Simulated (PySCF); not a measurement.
## Geometry relaxation of C$_{3}$H$_{9}$GaO (part 1 of 2)

System: C$_{3}$H$_{9}$GaO.
Method: PBE0-D3(BJ)/def2-SVP geometry optimisation, gas phase (PySCF 2.14.0).

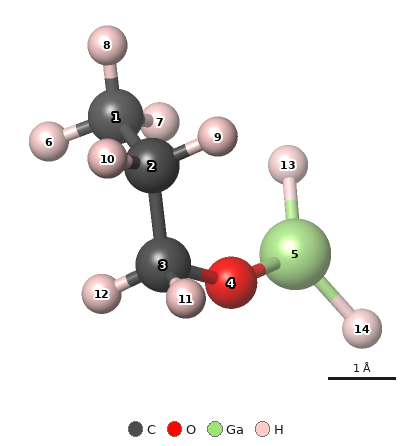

The structure as given in the input (ball-and-stick view, seen at a tilt; atoms are numbered from 1 in the order of the input). Sticks mark near contacts.

Input file
```
{"job": {"xc": "PBE0", "basis": "def2-SVP", "d3": "d3bj", "grid": 1, "shake": 0.01, "kind": "geom"}, "charge": 0, "multiplicity": 1}
C     -1.379530     0.742400    -0.028210
C     -1.028360    -0.709790     0.048140
C      0.121250    -1.059300    -0.885420
O      1.379520    -0.423310    -0.508480
Ga     2.287640     0.761580     0.257610
H     -1.712820     1.031960    -1.045490
H     -0.533530     1.390280     0.240840
H     -2.202330     0.996950     0.643490
H     -0.731010    -0.948600     1.093670
H     -1.881320    -1.327260    -0.214740
H      0.302010    -2.143650    -0.843270
H     -0.101440    -0.766590    -1.898320
H      1.717670     2.060840     0.956160
H      3.755110     0.379400     0.171290
```

The first line tells a small driver script what to run in PySCF; the rest is the geometry in Å.

Run on 1 CPU thread, shared host.

Launched with:
```bash
OMP_NUM_THREADS=1 python <driver script> task.json out
```

The program's output
```
step   0  E = -2118.93662256  max force = 0.061796
step   1  E = -2118.94601616  max force = 0.017024
step   2  E = -2118.94802028  max force = 0.007873
step   3  E = -2118.94857340  max force = 0.003956
step   4  E = -2118.94884764  max force = 0.005174
step   5  E = -2118.94942447  max force = 0.007074
step   6  E = -2118.94984301  max force = 0.003654
step   7  E = -2118.95034119  max force = 0.003078
step   8  E = -2118.95058486  max force = 0.003654
step   9  E = -2118.95084977  max force = 0.002152
step  10  E = -2118.95121386  max force = 0.002607
step  11  E = -2118.95136194  max force = 0.002050
step  12  E = -2118.95158778  max force = 0.001426
step  13  E = -2118.95170814  max force = 0.000754
step  14  E = -2118.95225316  max force = 0.003573
step  15  E = -2118.95244101  max force = 0.004190
step  16  E = -2118.95277935  max force = 0.003638
step  17  E = -2118.95309235  max force = 0.001680
step  18  E = -2118.95334782  max force = 0.001888
step  19  E = -2118.95366295  max force = 0.003397
step  20  E = -2118.95378125  max force = 0.002163
step  21  E = -2118.95383096  max force = 0.000795
step  22  E = -2118.95384914  max force = 0.000309
step  23  E = -2118.95384853  max force = 0.000240
optimisation converged
```

Trajectory as extended XYZ (Å, eV, eV/Å), 24 frames, from step=0 to step=23
```
14
Properties=species:S:1:pos:R:3:forces:R:3 step=0 energy=-57659.20239
C    -1.3795    0.7424   -0.0282   -0.4227   0.7487  -0.3628
C    -1.0284   -0.7098    0.0481    1.0490   0.1493   0.1920
C     0.1212   -1.0593   -0.8854    1.6909   0.5538   1.8367
O     1.3795   -0.4233   -0.5085   -3.1777  -2.9423  -1.9025
Ga    2.2876    0.7616    0.2576    0.9484   2.1853   1.3764
H    -1.7128    1.0320   -1.0455    0.1368  -0.0639   0.1422
H    -0.5335    1.3903    0.2408    0.0203  -0.0007  -0.0025
H    -2.2023    0.9970    0.6435   -0.2136   0.0739   0.2341
H    -0.7310   -0.9486    1.0937   -0.1069  -0.1841  -0.3263
H    -1.8813   -1.3273   -0.2147   -0.4730  -0.3918  -0.0626
H     0.3020   -2.1437   -0.8433    0.0564  -0.0655  -0.1829
H    -0.1014   -0.7666   -1.8983   -0.2171   0.1729  -0.8503
H     1.7177    2.0608    0.9562   -0.0894  -0.1681  -0.1039
H     3.7551    0.3794    0.1713    0.7987  -0.0675   0.0123
14
Properties=species:S:1:pos:R:3:forces:R:3 step=1 energy=-57659.45800
C    -1.3390    0.8262   -0.0007   -0.1193   0.0241  -0.0373
C    -1.0063   -0.6535    0.0678    0.0830   0.0475  -0.0899
C     0.0919   -1.0941   -0.8851    0.3196   0.1585  -0.0224
O     1.3754   -0.6157   -0.6149    0.7927   0.8754   0.6152
Ga    2.3262    0.7012    0.2417   -0.6523  -0.8648  -0.5202
H    -1.6820    1.1072   -1.0096    0.0357   0.0110  -0.0242
H    -0.4709    1.4532    0.2461   -0.0251   0.0258   0.0029
H    -2.1452    1.0891    0.6998   -0.0069   0.0122   0.0390
H    -0.6986   -0.9276    1.0920   -0.0663  -0.0542   0.0344
H    -1.9075   -1.2468   -0.1725    0.0425   0.0029   0.0960
H     0.1636   -2.1979   -0.8608   -0.1423  -0.0079  -0.1041
H    -0.1776   -0.7982   -1.9231   -0.0805  -0.1217   0.1061
H     1.5849    1.9205    0.9039    0.0544  -0.1028  -0.0483
H     3.8734    0.4174    0.2014   -0.2351  -0.0061  -0.0473
14
Properties=species:S:1:pos:R:3:forces:R:3 step=2 energy=-57659.51254
C    -1.3536    0.8357   -0.0161   -0.0484  -0.0159  -0.0263
C    -0.9847   -0.6374    0.0737    0.0613   0.0628  -0.0330
C     0.1150   -1.0848   -0.8784    0.0620   0.0678   0.0828
O     1.3995   -0.6120   -0.6131    0.2762   0.3472   0.2076
Ga    2.3135    0.6732    0.2516   -0.3129  -0.4049  -0.2772
H    -1.6983    1.0947   -1.0307    0.0178  -0.0055  -0.0018
H    -0.5044    1.4904    0.2232    0.0058   0.0220   0.0120
H    -2.1666    1.0892    0.6815    0.0066  -0.0090   0.0030
H    -0.6800   -0.8994    1.1030   -0.0294   0.0030   0.0169
H    -1.8772   -1.2466   -0.1510    0.0015  -0.0305   0.0474
H     0.1653   -2.1897   -0.8581   -0.0409  -0.0056  -0.0383
H    -0.1750   -0.8023   -1.9112    0.0267  -0.0120  -0.0028
H     1.5879    1.8551    0.9738   -0.0299  -0.0134   0.0181
H     3.8466    0.4151    0.1376    0.0038  -0.0060  -0.0083
14
Properties=species:S:1:pos:R:3:forces:R:3 step=3 energy=-57659.52759
C    -1.3507    0.8507   -0.0397   -0.0026  -0.0001  -0.0229
C    -0.9582   -0.6141    0.0864   -0.0037   0.0122  -0.0220
C     0.1275   -1.0812   -0.8737   -0.1322  -0.0272   0.0756
O     1.4136   -0.6142   -0.6310    0.0018  -0.1525  -0.2034
Ga    2.2921    0.6372    0.2524    0.0536   0.1163   0.1458
H    -1.7066    1.0750   -1.0586   -0.0033  -0.0027   0.0034
H    -0.5122    1.5290    0.1745   -0.0106  -0.0117   0.0080
H    -2.1608    1.1078    0.6598   -0.0026  -0.0017  -0.0091
H    -0.6445   -0.8471    1.1205    0.0213   0.0236  -0.0052
H    -1.8478   -1.2393   -0.1028   -0.0088  -0.0182   0.0179
H     0.1627   -2.1867   -0.8510   -0.0019  -0.0050   0.0123
H    -0.1750   -0.8099   -1.9049    0.0253   0.0215  -0.0286
H     1.5201    1.7083    1.0898    0.0242   0.0215   0.0327
H     3.8278    0.4655    0.0640    0.0394   0.0239  -0.0045
14
Properties=species:S:1:pos:R:3:forces:R:3 step=4 energy=-57659.53505
C    -1.3709    0.8549   -0.0685    0.0157  -0.0103  -0.0075
C    -0.9511   -0.5987    0.0938   -0.0200  -0.0038  -0.0080
C     0.1298   -1.0759   -0.8667   -0.0900  -0.0646   0.0606
O     1.4208   -0.6081   -0.6429   -0.1217  -0.1672  -0.2661
Ga    2.3030    0.6153    0.2705    0.1181   0.1700   0.1842
H    -1.7382    1.0447   -1.0902   -0.0001   0.0003   0.0053
H    -0.5443    1.5544    0.1219    0.0192   0.0077   0.0102
H    -2.1805    1.1153    0.6301    0.0001   0.0039  -0.0059
H    -0.6243   -0.8001    1.1304    0.0231   0.0337  -0.0062
H    -1.8337   -1.2419   -0.0673    0.0061  -0.0129   0.0079
H     0.1652   -2.1814   -0.8343   -0.0044   0.0022   0.0231
H    -0.1809   -0.8161   -1.8988    0.0423   0.0200  -0.0179
H     1.5630    1.6075    1.2274   -0.0178  -0.0022   0.0150
H     3.8301    0.5111   -0.0197    0.0294   0.0233   0.0052
14
Properties=species:S:1:pos:R:3:forces:R:3 step=5 energy=-57659.55075
C    -1.3978    0.8750   -0.1658    0.0413  -0.0396   0.0597
C    -0.9107   -0.5381    0.1190   -0.1212  -0.0853   0.0519
C     0.1254   -1.0725   -0.8579    0.0615  -0.0875   0.0120
O     1.4255   -0.5840   -0.7183   -0.2453  -0.0807  -0.3638
Ga    2.3001    0.5297    0.3336    0.1775   0.2185   0.2306
H    -1.8213    0.9452   -1.1804    0.0152   0.0194   0.0013
H    -0.5929    1.6211   -0.0870    0.0565   0.0350  -0.0187
H    -2.1823    1.1761    0.5447    0.0046   0.0110   0.0052
H    -0.5153   -0.6174    1.1482    0.0122   0.0239  -0.0213
H    -1.7755   -1.2247    0.0885    0.0160   0.0249  -0.0240
H     0.1639   -2.1759   -0.7797   -0.0040   0.0183   0.0606
H    -0.2247   -0.8574   -1.8886    0.0519  -0.0163   0.0155
H     1.6630    1.0878    1.6532   -0.0510  -0.0213  -0.0359
H     3.7306    0.8161   -0.2237   -0.0152  -0.0203   0.0269
14
Properties=species:S:1:pos:R:3:forces:R:3 step=6 energy=-57659.56214
C    -1.3734    0.8737   -0.1486    0.0228  -0.0159   0.0304
C    -0.9170   -0.5533    0.1136   -0.0630  -0.0401   0.0094
C     0.1187   -1.0838   -0.8669    0.0697  -0.0200   0.0550
O     1.4164   -0.5886   -0.7244   -0.0751   0.0411  -0.1879
Ga    2.2811    0.5513    0.3265    0.0234   0.0341   0.0731
H    -1.7934    0.9716   -1.1623    0.0082   0.0101  -0.0017
H    -0.5503    1.5990   -0.0587    0.0268   0.0223  -0.0078
H    -2.1515    1.1823    0.5658    0.0090   0.0104   0.0067
H    -0.5223   -0.6508    1.1410    0.0066  -0.0009   0.0016
H    -1.7919   -1.2259    0.0700    0.0106   0.0233  -0.0208
H     0.1597   -2.1868   -0.7862    0.0098   0.0104   0.0383
H    -0.2270   -0.8664   -1.8982    0.0162  -0.0306   0.0179
H     1.6015    1.1693    1.5962   -0.0443  -0.0229  -0.0250
H     3.7376    0.7895   -0.1820   -0.0208  -0.0213   0.0108
14
Properties=species:S:1:pos:R:3:forces:R:3 step=7 energy=-57659.57569
C    -1.3327    0.8811   -0.1476    0.0047   0.0111   0.0005
C    -0.9046   -0.5546    0.1128    0.0280   0.0215  -0.0132
C     0.1115   -1.0977   -0.8827    0.0297   0.0099   0.0785
O     1.4017   -0.5746   -0.7800    0.0713   0.1583  -0.0295
Ga    2.2281    0.5538    0.3291   -0.0701  -0.1141  -0.0265
H    -1.7702    0.9879   -1.1530   -0.0022  -0.0036  -0.0019
H    -0.4872    1.5847   -0.0823   -0.0105   0.0051  -0.0039
H    -2.0845    1.2171    0.5823    0.0105   0.0029   0.0075
H    -0.4834   -0.6438    1.1303   -0.0243  -0.0388   0.0177
H    -1.7892   -1.2141    0.0959   -0.0023   0.0173  -0.0329
H     0.1683   -2.1975   -0.7748    0.0136  -0.0047   0.0179
H    -0.2543   -0.9051   -1.9109   -0.0295  -0.0488   0.0048
H     1.5027    1.0865    1.6106   -0.0126  -0.0033  -0.0064
H     3.6820    0.8575   -0.1441   -0.0062  -0.0128  -0.0125
14
Properties=species:S:1:pos:R:3:forces:R:3 step=8 energy=-57659.58232
C    -1.3182    0.8894   -0.1668    0.0004   0.0244   0.0119
C    -0.8870   -0.5406    0.1179    0.0823   0.0604  -0.0085
C     0.1111   -1.0976   -0.8885    0.0082  -0.0129   0.0304
O     1.3863   -0.5279   -0.8503    0.0638   0.1879   0.0855
Ga    2.1948    0.5333    0.3425   -0.0549  -0.1359  -0.0797
H    -1.7784    0.9753   -1.1640   -0.0069  -0.0058  -0.0011
H    -0.4687    1.5922   -0.1419   -0.0113  -0.0088  -0.0065
H    -2.0482    1.2487    0.5740    0.0028  -0.0041   0.0050
H    -0.4392   -0.6001    1.1261   -0.0549  -0.0594   0.0155
H    -1.7684   -1.2027    0.1400   -0.0180   0.0087  -0.0480
H     0.1997   -2.1909   -0.7417    0.0154  -0.0062   0.0169
H    -0.2900   -0.9521   -1.9106   -0.0392  -0.0565  -0.0032
H     1.4891    0.8765    1.6969    0.0073   0.0140  -0.0010
H     3.6051    0.9776   -0.1477    0.0050  -0.0057  -0.0173
14
Properties=species:S:1:pos:R:3:forces:R:3 step=9 energy=-57659.58953
C    -1.3053    0.8936   -0.1629    0.0032   0.0226  -0.0041
C    -0.8896   -0.5425    0.1151    0.1106   0.0828   0.0087
C     0.1148   -1.0989   -0.8850   -0.0252  -0.0201  -0.0353
O     1.3733   -0.4910   -0.8815    0.0008   0.0994   0.1004
Ga    2.1814    0.5356    0.3381   -0.0062  -0.0810  -0.0608
H    -1.7564    0.9914   -1.1632   -0.0127  -0.0084   0.0029
H    -0.4492    1.5887   -0.1292   -0.0201  -0.0199   0.0014
H    -2.0357    1.2559    0.5760   -0.0030  -0.0091  -0.0003
H    -0.4579   -0.6146    1.1293   -0.0469  -0.0462   0.0178
H    -1.7751   -1.1988    0.1174   -0.0295   0.0008  -0.0407
H     0.2316   -2.1859   -0.7113    0.0219   0.0025   0.0222
H    -0.3039   -0.9926   -1.9045   -0.0251  -0.0441  -0.0164
H     1.4796    0.8337    1.7044    0.0183   0.0119   0.0117
H     3.5807    1.0065   -0.1569    0.0139   0.0087  -0.0076
14
Properties=species:S:1:pos:R:3:forces:R:3 step=10 energy=-57659.59944
C    -1.3212    0.8988   -0.1714    0.0180   0.0270  -0.0098
C    -0.9050   -0.5359    0.1115    0.0646   0.0659   0.0373
C     0.1250   -1.0873   -0.8641   -0.0123  -0.0413  -0.1341
O     1.3415   -0.3995   -0.9247   -0.0851   0.0014   0.1005
Ga    2.2050    0.5277    0.3321    0.0532  -0.0044  -0.0465
H    -1.7478    0.9980   -1.1823   -0.0125  -0.0035   0.0044
H    -0.4703    1.5987   -0.1158   -0.0086  -0.0284   0.0060
H    -2.0703    1.2533    0.5522   -0.0151  -0.0131  -0.0081
H    -0.5180   -0.6170    1.1427   -0.0007  -0.0132   0.0024
H    -1.7868   -1.1965    0.0706   -0.0273  -0.0049  -0.0080
H     0.3079   -2.1541   -0.6295    0.0084   0.0089   0.0302
H    -0.3140   -1.0712   -1.8806    0.0048  -0.0125  -0.0074
H     1.5975    0.6675    1.7668    0.0065   0.0002   0.0191
H     3.5448    1.0984   -0.2217    0.0060   0.0180   0.0138
14
Properties=species:S:1:pos:R:3:forces:R:3 step=11 energy=-57659.60347
C    -1.3452    0.9011   -0.1835    0.0186   0.0281  -0.0030
C    -0.9168   -0.5268    0.1118   -0.0144   0.0198   0.0121
C     0.1294   -1.0737   -0.8494    0.0198  -0.0368  -0.1054
O     1.3120   -0.3321   -0.9434   -0.0762  -0.0134   0.0764
Ga    2.2379    0.5118    0.3279    0.0337   0.0209  -0.0387
H    -1.7598    0.9913   -1.2003   -0.0048  -0.0017   0.0032
H    -0.5017    1.6084   -0.1200   -0.0024  -0.0194   0.0022
H    -2.1085    1.2485    0.5285   -0.0134  -0.0094  -0.0081
H    -0.5500   -0.6031    1.1505    0.0303   0.0047  -0.0040
H    -1.7918   -1.1965    0.0550   -0.0108  -0.0007   0.0165
H     0.3562   -2.1224   -0.5739    0.0000   0.0081   0.0200
H    -0.3141   -1.1150   -1.8633    0.0142   0.0050   0.0042
H     1.7346    0.4914    1.8101    0.0050  -0.0102   0.0079
H     3.5060    1.1980   -0.2642    0.0004   0.0049   0.0167
14
Properties=species:S:1:pos:R:3:forces:R:3 step=12 energy=-57659.60961
C    -1.3919    0.9003   -0.2005    0.0108   0.0308   0.0012
C    -0.9332   -0.5129    0.1167   -0.0733  -0.0222  -0.0391
C     0.1340   -1.0454   -0.8308    0.0402  -0.0158  -0.0365
O     1.2660   -0.2327   -0.9571   -0.0137   0.0062   0.0560
Ga    2.2908    0.4865    0.3168    0.0126  -0.0037  -0.0195
H    -1.7988    0.9686   -1.2220   -0.0039  -0.0022  -0.0019
H    -0.5626    1.6235   -0.1386   -0.0080  -0.0135  -0.0035
H    -2.1714    1.2366    0.4992   -0.0106  -0.0030  -0.0052
H    -0.5742   -0.5700    1.1591    0.0522   0.0203   0.0045
H    -1.7929   -1.2035    0.0598    0.0087   0.0037   0.0306
H     0.4175   -2.0680   -0.5121   -0.0073   0.0042   0.0053
H    -0.3072   -1.1494   -1.8406    0.0008   0.0101   0.0075
H     1.9719    0.1987    1.8236   -0.0018  -0.0157  -0.0059
H     3.4401    1.3487   -0.2877   -0.0066   0.0008   0.0066
```
